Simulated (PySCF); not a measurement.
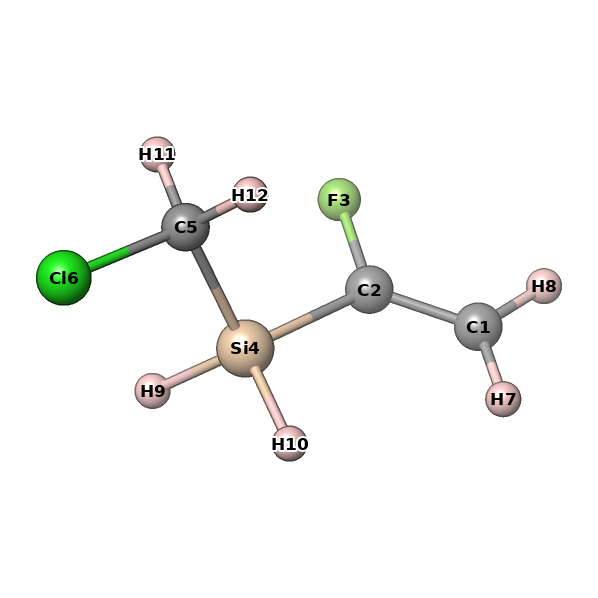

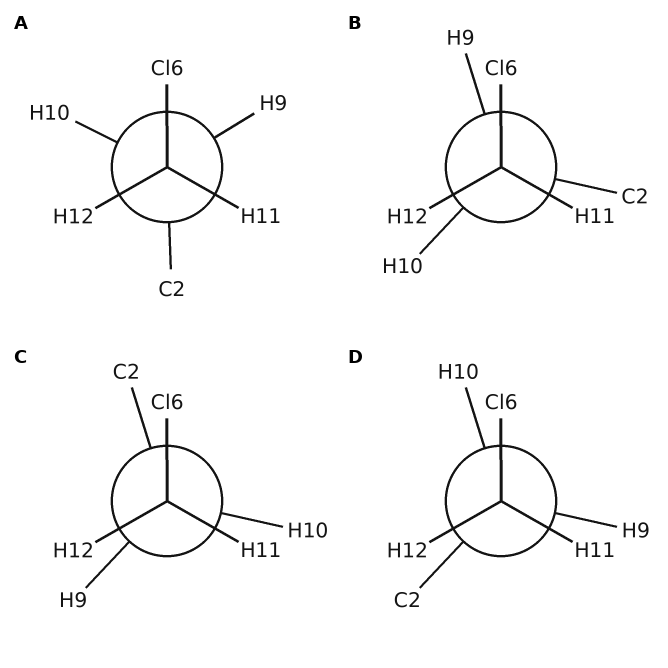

Depth is shown by fading: the farther an atom, the more it takes the colour of the background. Bonds that would overlap in a projection are set slightly apart. The computed structure is the end point of a PBE0-D3(BJ)/def2-SVP optimisation. No frequency run is at hand to confirm it as a minimum.

Which Newman projection shows the view along C5–Si4, with C5 in front?

A. The torsion angle Cl6–C5–Si4–C2 is 178°, antiperiplanar (anti).
